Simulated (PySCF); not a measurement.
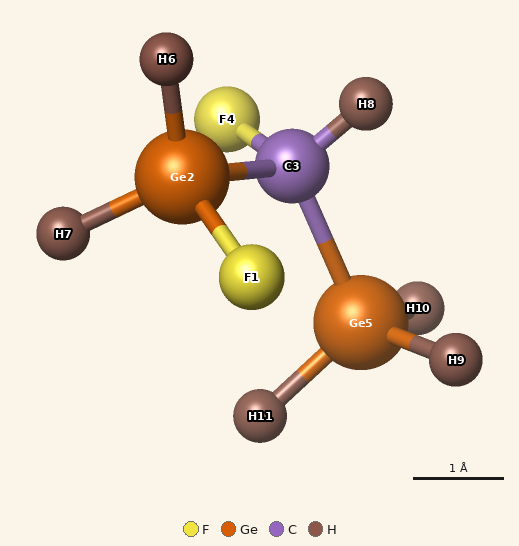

Figure 1. The input geometry of the first run (ball-and-stick view, seen at a tilt; atoms are numbered from 1 in the order of the input). Sticks mark near contacts.

**Two runs on CH₆F₂Ge₂**

System: CH₆F₂Ge₂.
Method of the first run: GIAO PBE0/STO-3G NMR shielding, non-relativistic, gas phase (PySCF 2.14.0).

The geometry comes from this level: PBE0-D3(BJ)/def2-SVP. Text and figures count atoms from 1; the logs count them from 0 in places.

### Input file, the first run
```
{"job": {"kind": "nmr", "xc": "PBE0", "basis": "STO-3G", "pop": true}, "charge": 0, "multiplicity": 1}
F      1.463831    -0.630509    -1.683040
Ge     1.565694    -0.578251     0.064268
C      0.070259     0.573750     0.606709
F     -0.164330     0.324867     1.955892
Ge    -1.582719     0.234230    -0.428993
H      2.953732    -0.011392     0.402387
H      1.353369    -2.010005     0.575242
H      0.349555     1.635390     0.492111
H     -1.431540     0.818988    -1.840206
H     -2.745122     0.912980     0.314364
H     -1.827260    -1.282087    -0.498374
```

The first line tells a small driver script what to run in PySCF; the rest is the geometry in Å.

Hardware: 1 CPU thread, shared host.

### Output (the first run)
```
coarse grid: 45448 points
cycle   1  E = -4343.3378354544  dE = -4.593e+00  |g| = 6.156e-01  |ddm| = 3.820e+00
cycle   2  E = -4343.4183187071  dE = -8.048e-02  |g| = 4.867e-01  |ddm| = 2.076e+00
cycle   3  E = -4343.5043612798  dE = -8.604e-02  |g| = 9.594e-02  |ddm| = 9.611e-01
cycle   4  E = -4343.5078486908  dE = -3.487e-03  |g| = 2.184e-02  |ddm| = 1.935e-01
cycle   5  E = -4343.5080095653  dE = -1.609e-04  |g| = 6.015e-03  |ddm| = 3.919e-02
cycle   6  E = -4343.5080214567  dE = -1.189e-05  |g| = 1.289e-03  |ddm| = 9.982e-03
cycle   7  E = -4343.5080220474  dE = -5.907e-07  |g| = 2.878e-04  |ddm| = 2.417e-03
final grid: 92728 points
cycle   8  E = -4343.5080308735  dE = -2.084e-08  |g| = 2.462e-04  |ddm| = 1.090e-03
cycle   9  E = -4343.5080308776  dE = -4.105e-09  |g| = 2.323e-04  |ddm| = 8.492e-04
cycle  10  E = -4343.5080308993  dE = -2.171e-08  |g| = 1.842e-05  |ddm| = 4.040e-04
cycle  11  E = -4343.5080308994  dE = -1.110e-10  |g| = 2.504e-06  |ddm| = 3.231e-05
converged SCF energy = -4343.5080308994

GIAO shielding tensors (ppm)
atom      isotropic    diamagn.    paramagn.     s11        s22        s33       span
  0 F      569.825     454.129     115.697    372.685    637.200    699.590    326.904
  1 Ge    2023.114    2732.089    -708.975   1895.221   1937.199   2236.922    341.701
  2 C      191.135     247.786     -56.651    143.746    167.194    262.466    118.720
  3 F      477.215     454.371      22.844    426.991    478.297    526.357     99.366
  4 Ge    2173.489    2730.350    -556.861   2106.429   2171.534   2242.504    136.074
  5 H       30.210      30.720      -0.510     24.350     25.312     40.968     16.618
  6 H       30.040      31.652      -1.612     23.988     26.052     40.082     16.094
  7 H       30.472      30.889      -0.417     25.950     28.949     36.517     10.567
  8 H       30.801      31.272      -0.471     24.380     26.700     41.323     16.943
  9 H       30.576      30.557       0.018     23.968     25.796     41.962     17.994
 10 H       30.730      31.853      -1.123     24.066     27.310     40.813     16.747
```

The second run used a changed input.

### The two runs side by side

| quantity | the first run | the second run |
| --- | --- | --- |
| outcome | converged | converged |
| total energy (hartree) | −4343.508031 | −4394.750945 |
| HOMO (eV) | −3.88 | −8.25 |
| LUMO (eV) | 5.81 | −0.44 |
| dipole moment (D) | 0.27 | 0.95 |
| shielding of F1 (ppm) | 569.8 | 424.4 |
| shielding of Ge2 (ppm) | 2023.1 | 1367.5 |
| shielding of C3 (ppm) | 191.1 | 104.7 |
| shielding of F4 (ppm) | 477.2 | 467.8 |
| shielding of Ge5 (ppm) | 2173.5 | 1585.6 |
| shielding of H6 (ppm) | 30.2 | 25.6 |
| shielding of H8 (ppm) | 30.5 | 26.0 |
| SCF iterations | 11 | 12 |
| basis functions | 57 | 225 |
| wall time (shared host) | 8.3 s | 47 s |

What was changed in the input?

The change (lines with − go, lines with + come):
```diff
-"basis": "STO-3G"
+"basis": "def2-TZVP"
```

The total energy of the second run is 32155.4 kcal/mol lower, which measures the change of basis and not a stability. The HOMO goes from −3.88 to −8.25 eV. The LUMO goes from 5.81 to −0.44 eV. The dipole moment goes from 0.27 to 0.95 D. Of all shieldings, the largest change is that of Ge2, by −655.6 ppm. The SCF takes 12 iterations against 11. The basis functions go from 57 to 225.

### Output (the second run)
```
coarse grid: 45448 points
cycle   1  E = -4394.6157168153  dE = -9.565e-01  |g| = 1.128e+00  |ddm| = 2.558e+00
cycle   2  E = -4394.4053196448  dE =  2.104e-01  |g| = 1.692e+00  |ddm| = 1.289e+00
cycle   3  E = -4394.7443435179  dE = -3.390e-01  |g| = 2.256e-01  |ddm| = 8.631e-01
cycle   4  E = -4394.7507693366  dE = -6.426e-03  |g| = 3.867e-02  |ddm| = 1.226e-01
cycle   5  E = -4394.7509325612  dE = -1.632e-04  |g| = 1.316e-02  |ddm| = 2.534e-02
cycle   6  E = -4394.7509599780  dE = -2.742e-05  |g| = 4.062e-03  |ddm| = 1.059e-02
cycle   7  E = -4394.7509624134  dE = -2.435e-06  |g| = 7.707e-04  |ddm| = 2.393e-03
final grid: 92728 points
cycle   8  E = -4394.7509444940  dE =  5.863e-08  |g| = 1.110e-03  |ddm| = 1.915e-03
cycle   9  E = -4394.7509441897  dE =  3.043e-07  |g| = 1.701e-03  |ddm| = 1.606e-03
cycle  10  E = -4394.7509447254  dE = -5.357e-07  |g| = 1.030e-04  |ddm| = 9.457e-04
cycle  11  E = -4394.7509447271  dE = -1.691e-09  |g| = 1.606e-05  |ddm| = 6.340e-05
cycle  12  E = -4394.7509447271  dE = -5.093e-11  |g| = 2.928e-06  |ddm| = 1.251e-05
converged SCF energy = -4394.7509447271

GIAO shielding tensors (ppm)
atom      isotropic    diamagn.    paramagn.     s11        s22        s33       span
  0 F      424.360     470.944     -46.585    393.922    415.676    463.482     69.560
  1 Ge    1367.479    2758.273   -1390.794   1277.617   1331.781   1493.039    215.422
  2 C      104.718     240.775    -136.057     44.503     79.218    190.433    145.931
  3 F      467.788     465.583       2.205    411.601    471.195    520.568    108.967
  4 Ge    1585.616    2759.541   -1173.925   1516.357   1574.805   1665.685    149.328
  5 H       25.591      27.423      -1.832     19.565     20.678     36.530     16.965
  6 H       25.904      27.996      -2.092     20.896     21.111     35.707     14.811
  7 H       26.003      28.930      -2.927     24.117     26.001     27.890      3.773
  8 H       27.184      28.583      -1.399     20.858     22.880     37.813     16.955
  9 H       27.083      28.234      -1.151     21.047     22.030     38.171     17.124
 10 H       27.150      28.865      -1.715     20.719     23.580     37.152     16.433
```

For both runs: Spin–orbit coupling is left out, which matters for the heavy atoms.
